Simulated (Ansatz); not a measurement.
# C2H8Si: what the fields show

```xyz
11

Si   -1.1241    0.8274   -0.4528
H     1.8626    0.2341   -0.1348
H    -1.3733    0.1900   -1.7757
H    -2.4372    1.1336    0.1780
H    -0.4033    2.1094   -0.6881
C    -0.1005   -0.3074    0.6361
C     1.2574   -0.6601    0.0360
H     0.0255    0.1775    1.6101
H    -0.6833   -1.2155    0.8243
H     1.8278   -1.3216    0.6931
H     1.1487   -1.1673   -0.9262
```

The product side of a reaction path; geometry: PBE0-D4/def2-TZVP.

Level of theory: RKS PBE0-D4/def2-TZVPP (Ansatz).

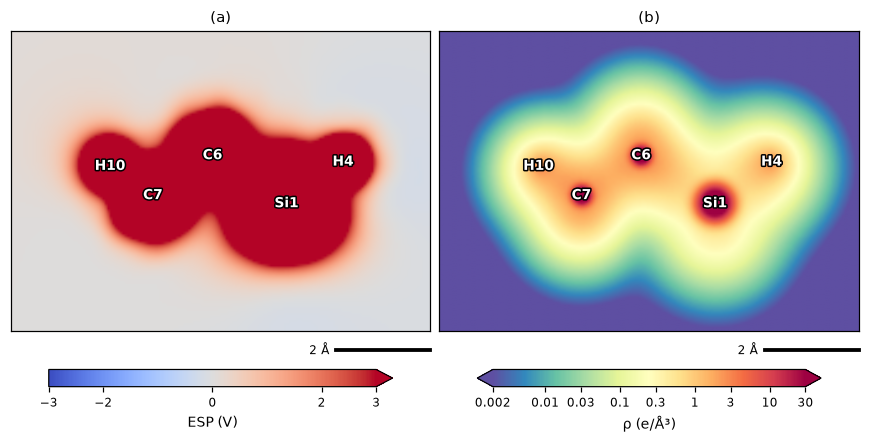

Figure 1. (a) electrostatic potential; (b) total electron density on the plane of atoms C6, C7 and H10.

**Describe what can be read from this map.**

Atoms in the plane: Si, H and C. C–C (1.53 Å): ρ is about 1.6 e/Å³ halfway. C–Si (1.88 Å): ρ is about 0.97 e/Å³ halfway. C–H (1.09 Å): the density is about 2 e/Å³ at the midpoint. Si–H (1.49 Å): the density is about 0.81 e/Å³ at the midpoint. The potential has no marked negative region in this plane.

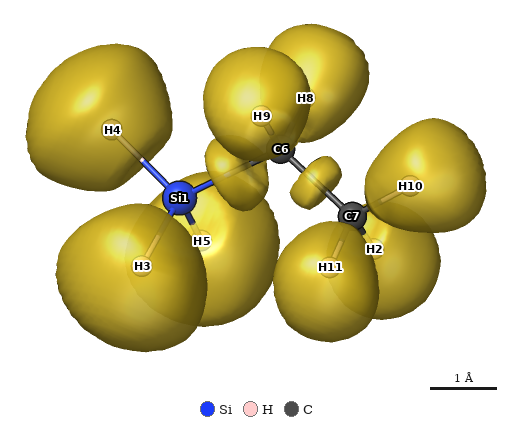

Figure 2. Isosurface of the electron localisation function at 0.8 (yellow), seen at a tilt. Core shells and regions of very low density are left out.

**Identify the bonds, lone pairs and shells in this picture.**

The ELF exceeds this value in one region between bonded C–C atoms (shared pairs), one region between bonded C–Si atoms (shared pairs) and eight regions around hydrogen nuclei. Profiles from the grid: C–C (1.53 Å): the ELF peaks at about 0.95 between the atoms: localised, covalent bonding. C–Si (1.88 Å): the ELF peaks at about 0.95 between the atoms (a covalent bond).

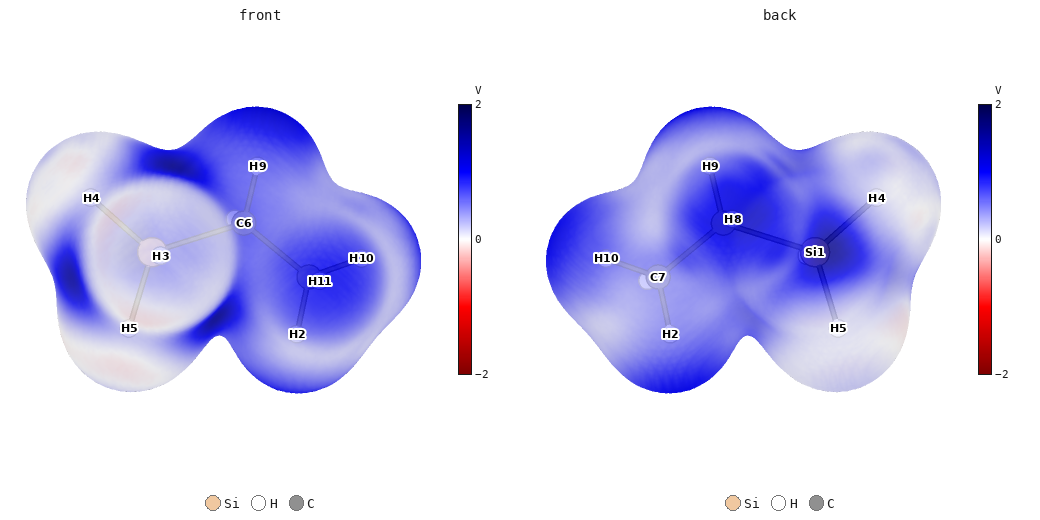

Figure 3. The molecular electrostatic potential painted on the density surface at 0.004 e/bohr³, seen from the front and from behind; red is negative and blue positive.

**Which sites attract a positive test charge, and which a negative one?**

A positive charge is drawn to the negative regions and a negative charge to the positive ones. The most negative region (about −0.1 V) lies over H3, H4 and H5, the most positive (about +1.5 V) over Si1.

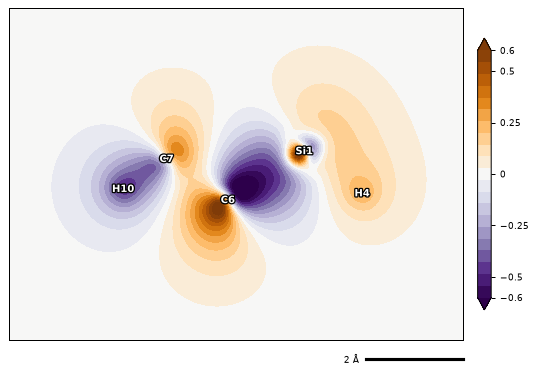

Figure 4. The HOMO on the plane of atoms Si1, C6 and C7 (values in Å⁻³ᐟ²; the overall sign is arbitrary).

**What is the character of this orbital?**

It lies mainly on C6 (about 35 %), Si1 (about 25 %), C7 (about 10 %) and H10 (about 10 %). Its energy is −8.52 eV.
